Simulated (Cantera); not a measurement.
A closed system holds: 1 mol SiH₄, a varied amount of CO₂, 30 mol N₂, equilibrated at 1600 K and 54.0 Pa.

Equilibrium computed with Cantera from the NASA thermochemical tables; the gas is ideal and each condensed phase is pure. Candidate condensed phases: C, C₆H₆, C₇H₈, C₈H₁₈, H₂O, Si, SiC, SiO₂, Si₂N₂O, Si₃N₄; 151 gas species. Mutual solubility and eutectic melting of coexisting phases are not modelled. The tables hold silica as quartz up to 1696 K and as liquid above; real silica turns to tridymite and cristobalite and melts near 1996 K. Kinetics and transport are ignored.

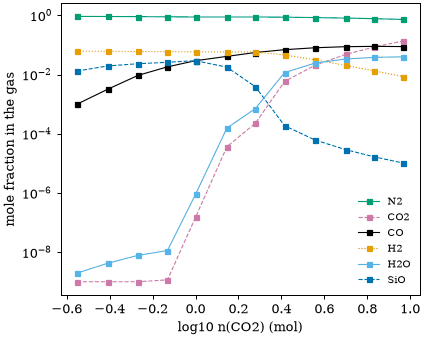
Figure: Equilibrium gas composition (values under 1e-9 drawn at 1e-9)

At 0.28 mol CO₂ the condensed part is SiC(s) + Si₂N₂O(s) + Si₃N₄(s). At 0.39 mol CO₂ the condensed part is SiC(s) + Si₂N₂O(s). From 0.54 mol CO₂ to 0.74 mol CO₂ the condensed part is SiC(s). At 1 mol CO₂ nothing is condensed. From 1.4 mol CO₂ to 9.3 mol CO₂ the condensed part is SiO₂(β-quartz). The main Si-bearing gas is SiO throughout. The share of Si in condensed phases is highest at 9.3 mol CO₂ (100.0 %) and lowest at 1 mol CO₂ (0.0 %).
